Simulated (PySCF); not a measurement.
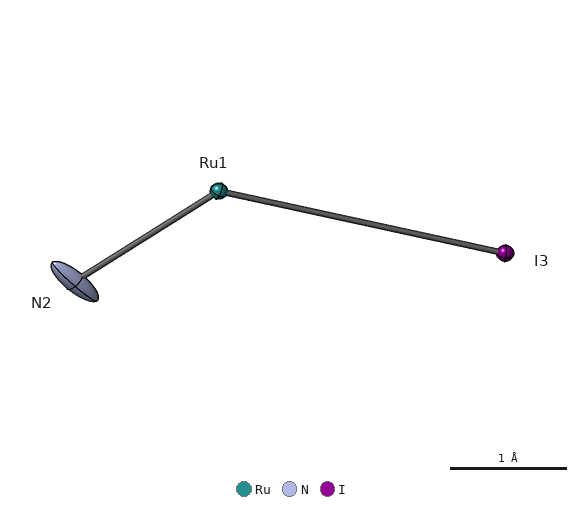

Displacement ellipsoids at the 50 % level, enlarged 2 times, from the internal vibrations of the free molecule (harmonic, no overall translation or rotation; no half-axis is drawn under 0.075 Å). The species is neutral and a spin singlet. Vibrations computed with RKS-based PBE0, Ru def2-TZVP with ECP28, N def2-TZVP, I def2-TZVP with ECP28; scalar-relativistic core potentials; density fitting (PySCF 2.14.0). Temperature: 0 K (zero-point motion alone).

### Which atom has the largest mean-square displacement?

N2, with U_eq = 0.0031 Å².

Give the displacement parameters, one line for each set of equivalent atoms.

| atom | U_eq (Å²) | rms amplitudes (Å) |
| --- | --- | --- |
| Ru1 | 0.00020 | 0.000, 0.014, 0.020 |
| N2 | 0.0031 | 0.000, 0.030, 0.091 |
| I3 | 0.00012 | 0.000, 0.005, 0.018 |

The search tried a few shapes and spins; others may lie lower.
